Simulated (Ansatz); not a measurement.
```csv
atom,x (Å),y (Å),z (Å)
Ga,-0.0525,0.2065,-0.9989
Cl,1.7363,-0.2563,1.9063
H,2.1333,0.1894,0.7011
O,-1.8649,-0.1182,-0.8870
H,-2.2448,-0.8681,-0.3877
```

Not at a stationary point (largest force 0.8 eV/Å).

These are results of RKS revPBE-D4/def2-mTZVP in Ansatz 0.2.0, not measurements.

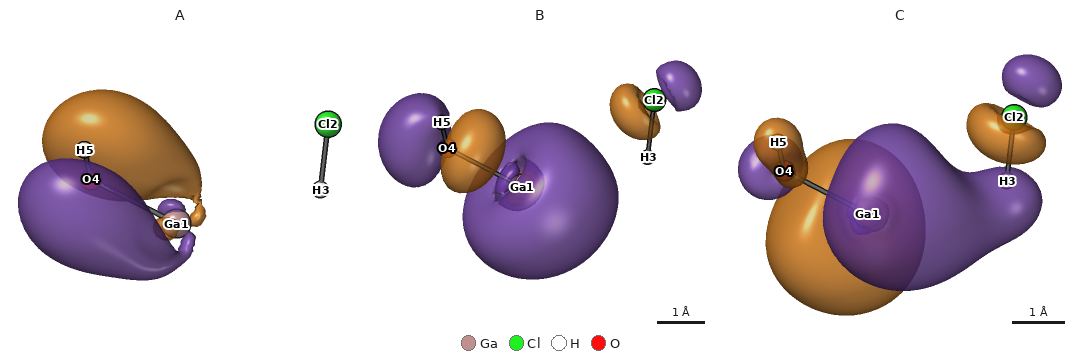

GaHO···HCl. Three frontier orbitals at ±0.08 Å⁻³ᐟ² (orange and purple are the two phases), in no order.

### Which picture is the HOMO−1, the HOMO and the LUMO?

A is the HOMO−1 (−6.81 eV). Its weight (Hirshfeld) is mainly on O4 (about 80 %) and Ga1 (about 15 %); largely a lone pair of O4. B is the HOMO (−6.01 eV). Its weight (Hirshfeld) is mainly on Ga1 (about 60 %) and O4 (about 35 %). C is the LUMO (−1.93 eV). It lies mainly on Ga1 (about 80 %) and Cl2 (about 10 %).

### What is the HOMO–LUMO gap?

4.08 eV between the orbital energies.
